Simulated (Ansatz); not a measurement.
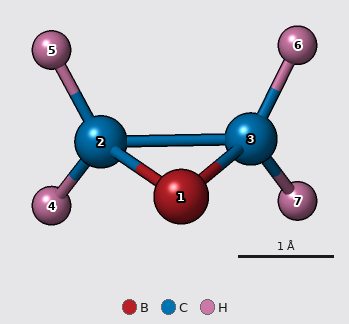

The structure as given in the input (ball-and-stick view, seen at a tilt; atoms are numbered from 1 in the order of the input).

**Geometry relaxation, with input and output: C2H4B**

The run: geometry relaxation of C2H4B, multiplicity 2. Method and program: UKS PBE0-D4/def2-TZVP (Ansatz 0.2.0).

Figures and captions count atoms from 1; the log counts them from 0 in places.

The program's output
```
Functional definition: PBE0
  name "PBE0"
  cite "Adamo & Barone, J. Chem. Phys. 110, 6158 (1999) doi:10.1063/1.478522"
  cite "Perdew, Burke & Ernzerhof, Phys. Rev. Lett. 77, 3865 (1996) doi:10.1103/PhysRevLett.77.3865"
  parent pbe
  parameter a = 0.25
  parameter kappa = 0.804
  parameter beta = 0.06672455060314922
  exchange = (1 - a)*pbe_x(kappa = kappa, mu = beta*pi^2/3) + a*exact_x
  correlation = pbe_c(beta = beta)
705 factors; their error is unknown
mean field evaluation 1: about -2801.4147 eV, gradient 4.0e1 eV
mean field evaluation 2: about -2794.6659 eV, gradient 5.2e1 eV
mean field evaluation 4: about -2809.0317 eV, gradient 2.0e0 eV
mean field evaluation 8: about -2809.0458 eV, gradient 5.1e-2 eV
mean field evaluation 16: about -2809.0459 eV, gradient 4.0e-5 eV
mean field -2809.04585521 eV, -103.2305311395 hartree, gradient 1.2e-5 eV, S^2 0.752942; 0 other end points of the search recorded, 0 dependent functions left out
the calculation of the forces begins
reference -2809.04588230 eV, -103.2305321347 hartree; 11, 10 occupied and 106, 107 virtual orbitals, 705 factors
relax step   1: F+E_penalty+E_count = -2809.11987394 eV  Δ(F+E_penalty+E_count) = +0.000e0 eV  max|allowed force component| = 6.902e-1 eV/Å  Δτ_max = 0.0000 Å  (32 SCF iters, accepted)
these checks for a lower state are left out or cut short: starts, cluster_reference, orbital_swaps, neighbouring_geometries, increment
705 factors; their error is unknown
mean field -2809.07314951 eV, -103.2315341863 hartree, gradient 9.1e-6 eV, S^2 0.752904; 0 other end points of the search recorded, 0 dependent functions left out
the calculation of the forces begins
reference -2809.07317643 eV, -103.2315351758 hartree; 11, 10 occupied and 106, 107 virtual orbitals, 705 factors
relax step   2: F+E_penalty+E_count = -2809.14722231 eV  Δ(F+E_penalty+E_count) = -2.735e-2 eV  max|allowed force component| = 3.230e-1 eV/Å  Δτ_max = 0.0198 Å  (35 SCF iters, accepted)
these checks for a lower state are left out or cut short: starts, cluster_reference, orbital_swaps, neighbouring_geometries, increment
705 factors; their error is unknown
mean field evaluation 32: about -2809.0764 eV, gradient 9.7e-6 eV
mean field -2809.07640339 eV, -103.2316537643 hartree, gradient 9.7e-6 eV, S^2 0.752871; 0 other end points of the search recorded, 0 dependent functions left out
the calculation of the forces begins
reference -2809.07643027 eV, -103.2316547520 hartree; 11, 10 occupied and 106, 107 virtual orbitals, 705 factors
relax step   3: F+E_penalty+E_count = -2809.15048296 eV  Δ(F+E_penalty+E_count) = -3.261e-3 eV  max|allowed force component| = 1.737e-2 eV/Å  Δτ_max = 0.0112 Å  (35 SCF iters, accepted)
these checks for a lower state are left out or cut short: starts, cluster_reference, orbital_swaps, neighbouring_geometries, increment
705 factors; their error is unknown
mean field -2809.07638074 eV, -103.2316529319 hartree, gradient 8.9e-6 eV, S^2 0.752873; 0 other end points of the search recorded, 0 dependent functions left out
the calculation of the forces begins
reference -2809.07640761 eV, -103.2316539194 hartree; 11, 10 occupied and 106, 107 virtual orbitals, 705 factors
relax step   4: F+E_penalty+E_count = -2809.15047151 eV  Δ(F+E_penalty+E_count) = +1.145e-5 eV  max|allowed force component| = 2.168e-2 eV/Å  Δτ_max = 0.0043 Å  (35 SCF iters, rejected (line search))
these checks for a lower state are left out or cut short: starts, cluster_reference, orbital_swaps, neighbouring_geometries, increment
705 factors; their error is unknown
mean field -2809.07646381 eV, -103.2316559847 hartree, gradient 9.0e-6 eV, S^2 0.752873; 0 other end points of the search recorded, 0 dependent functions left out
the calculation of the forces begins
reference -2809.07649069 eV, -103.2316569725 hartree; 11, 10 occupied and 106, 107 virtual orbitals, 705 factors
relax step   5: F+E_penalty+E_count = -2809.15054881 eV  Δ(F+E_penalty+E_count) = -6.585e-5 eV  max|allowed force component| = 1.687e-3 eV/Å  Δτ_max = 0.0021 Å  (36 SCF iters, accepted)
705 factors; their error is unknown
mean field evaluation 64: about -2809.0764 eV, gradient 5.0e-2 eV
```

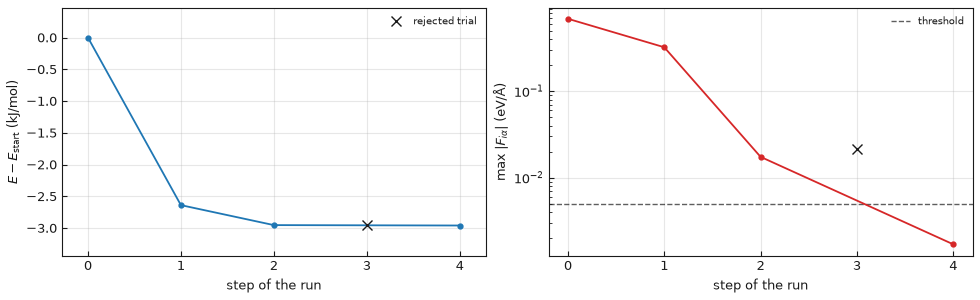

Progress of the relaxation, step by step (the first geometry is step 0 here and step 1 in the log).

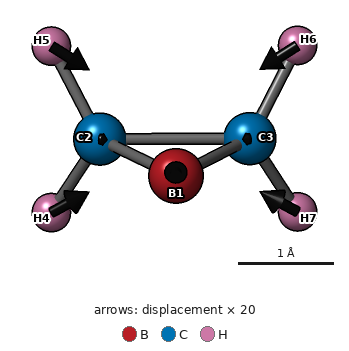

The starting structure with the displacements as black arrows, magnified 20 times (ball-and-stick view, seen at a tilt). The two geometries are laid on each other by the best rigid fit. Over 4 geometry steps the energy falls by 2.96 kJ/mol. The largest force component goes from 0.69 to 0.0017 eV/Å. The line search rejected the trial step at point 3 (counted from 0) and went back. The largest moves after the best rigid fit, 0.024 Å, are those of H4, H5, H6 and H7. Largest moves by element: H 0.024 Å, B 0.016 Å, C 0.005 Å. Among the contacts that change: C2–H4 1.104 → 1.086 Å, B1–C2 1.534 → 1.517 Å, C2–C3 1.580 → 1.571 Å. (Atoms are counted from 1 in the order of the input.)

```
mean field -2809.07646381 eV, -103.2316559847 hartree, gradient 9.1e-6 eV, S^2 0.752873; 1 other end points of the search recorded, 0 dependent functions left out
the calculation of the forces begins
reference -2809.07649069 eV, -103.2316569725 hartree; 11, 10 occupied and 106, 107 virtual orbitals, 705 factors
Total energy: -2809.15057569 eV, -103.2343795459 hartree
Atom 0 at     1.308070    -0.062905    -0.074675 Å, force     0.000538    -0.000026    -0.000031 eV/Å
Atom 1 at    -0.025522    -0.784988    -0.025506 Å, force    -0.000646    -0.001633    -0.000115 eV/Å
Atom 2 at     0.052738     0.783679     0.023952 Å, force    -0.000470     0.001687     0.000179 eV/Å
Atom 3 at    -0.447370    -1.226238    -0.924006 Å, force     0.000138     0.000299    -0.000102 eV/Å
Atom 4 at    -0.347323    -1.288207     0.881783 Å, force     0.000186     0.000397     0.000091 eV/Å
Atom 5 at    -0.220215     1.258339     0.962116 Å, force     0.000119    -0.000312     0.000087 eV/Å
Atom 6 at    -0.320380     1.320318    -0.843667 Å, force     0.000136    -0.000412    -0.000110 eV/Å
Dipole moment:    -0.233141     0.011212     0.013309 e Å
```

Trajectory as extended XYZ (Å, eV, eV/Å), 5 frames, from step=1 to step=5
```
7
Properties=species:S:1:pos:R:3:forces:R:3 step=1 energy=-2809.11987
B     1.3235   -0.0636   -0.0756   -0.6902   0.0332   0.0394
C    -0.0274   -0.7892   -0.0255   -0.0238  -0.1773  -0.0050
C     0.0513    0.7880    0.0242   -0.0060   0.1788   0.0067
H    -0.4520   -1.2460   -0.9370    0.2217   0.2830   0.4758
H    -0.3507   -1.3088    0.8938    0.1691   0.3158  -0.4769
H    -0.2215    1.2784    0.9754    0.1381  -0.3003  -0.4963
H    -0.3231    1.3413   -0.8554    0.1912  -0.3331   0.4563
7
Properties=species:S:1:pos:R:3:forces:R:3 step=2 energy=-2809.14722
B     1.3180   -0.0634   -0.0752   -0.3230   0.0155   0.0184
C    -0.0238   -0.7861   -0.0256    0.0230  -0.0238  -0.0023
C     0.0545    0.7847    0.0239    0.0253   0.0215  -0.0004
H    -0.4510   -1.2290   -0.9269    0.0801   0.0729   0.1332
H    -0.3507   -1.2912    0.8849    0.0653   0.0822  -0.1358
H    -0.2232    1.2615    0.9654    0.0571  -0.0795  -0.1410
H    -0.3238    1.3236   -0.8464    0.0721  -0.0888   0.1280
7
Properties=species:S:1:pos:R:3:forces:R:3 step=3 energy=-2809.15048
B     1.3068   -0.0628   -0.0746    0.0097  -0.0005  -0.0006
C    -0.0266   -0.7850   -0.0254    0.0137   0.0068  -0.0007
C     0.0517    0.7838    0.0240    0.0130  -0.0081  -0.0009
H    -0.4465   -1.2280   -0.9234   -0.0100   0.0023  -0.0162
H    -0.3466   -1.2899    0.8810   -0.0081   0.0012   0.0174
H    -0.2193    1.2600    0.9614   -0.0083  -0.0014   0.0172
H    -0.3194    1.3220   -0.8430   -0.0101  -0.0003  -0.0163
7
Properties=species:S:1:pos:R:3:forces:R:3 step=4 energy=-2809.15047 accepted=F
B     1.3086   -0.0629   -0.0747    0.0168  -0.0008  -0.0010
C    -0.0243   -0.7854   -0.0256   -0.0071   0.0217   0.0011
C     0.0540    0.7839    0.0239   -0.0092  -0.0209  -0.0002
H    -0.4480   -1.2240   -0.9239   -0.0015  -0.0148  -0.0103
H    -0.3480   -1.2860    0.8819   -0.0003  -0.0154   0.0093
H    -0.2211    1.2562    0.9621    0.0011   0.0148   0.0103
H    -0.3213    1.3182   -0.8437    0.0001   0.0154  -0.0093
7
Properties=species:S:1:pos:R:3:forces:R:3 step=5 energy=-2809.15055
B     1.3081   -0.0629   -0.0747    0.0005   0.0000   0.0000
C    -0.0255   -0.7850   -0.0255   -0.0006  -0.0016  -0.0001
C     0.0527    0.7837    0.0240   -0.0005   0.0017   0.0002
H    -0.4474   -1.2262   -0.9240    0.0001   0.0003  -0.0001
H    -0.3473   -1.2882    0.8818    0.0002   0.0004   0.0001
H    -0.2202    1.2583    0.9621    0.0001  -0.0003   0.0001
H    -0.3204    1.3203   -0.8437    0.0001  -0.0004  -0.0001
```

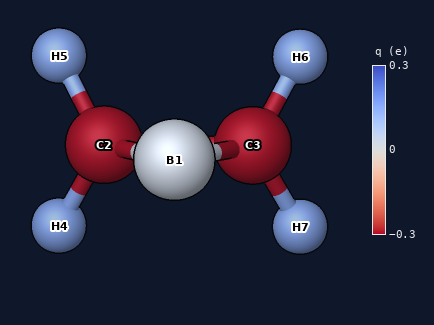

Mulliken charges, as the colour of each atom (ball-and-stick view, seen at a tilt; atoms are numbered from 1 in the order of the input). By element: B +0.02, C −0.29 and H +0.14 e.

This output came from the following input.

The input
```yaml
crystal:
  periodic: [false, false, false]
  atoms:
    - {symbol: B, position_ang: [1.323547, -0.063649, -0.075558]}
    - {symbol: C, position_ang: [-0.027412, -0.789179, -0.025525]}
    - {symbol: C, position_ang: [0.051272, 0.788032, 0.024163]}
    - {symbol: H, position_ang: [-0.452047, -1.246020, -0.936997]}
    - {symbol: H, position_ang: [-0.350738, -1.308842, 0.893823]}
    - {symbol: H, position_ang: [-0.221473, 1.278407, 0.975446]}
    - {symbol: H, position_ang: [-0.323150, 1.341250, -0.855354]}
basis:
  gaussian: {orbitals: def2-TZVP}
magnetization: {spin_polarized: true, initial_magnetization: 1}
hamiltonian: {xc: pbe0, dispersion: d4}
relax: {f_tol: 0.005, max_steps: 200}
```

Run as:
```bash
ansatz run in.yaml --threads 2 --pin off --events-out ev --progress --plain --max-ram 4352MiB
```

Results in brief

| quantity | value |
| --- | --- |
| outcome | converged |
| total energy | −2809.1506 eV |
| mean-field energy | −2809.0765 eV |
| dispersion energy | −0.0741 eV |
| ⟨S²⟩ | 0.753 |
| SCF solution under orbital rotations | stable |
| largest force (length of the vector) at the end | 0.002 eV/Å |
| dipole moment | 1.12 D |
| hardware | 2 threads of Arm Neoverse V2, 23 GiB of memory available, shared host |
| wall time | 12 s (CPU time 23 s) |
| peak memory | 0.2 GiB |
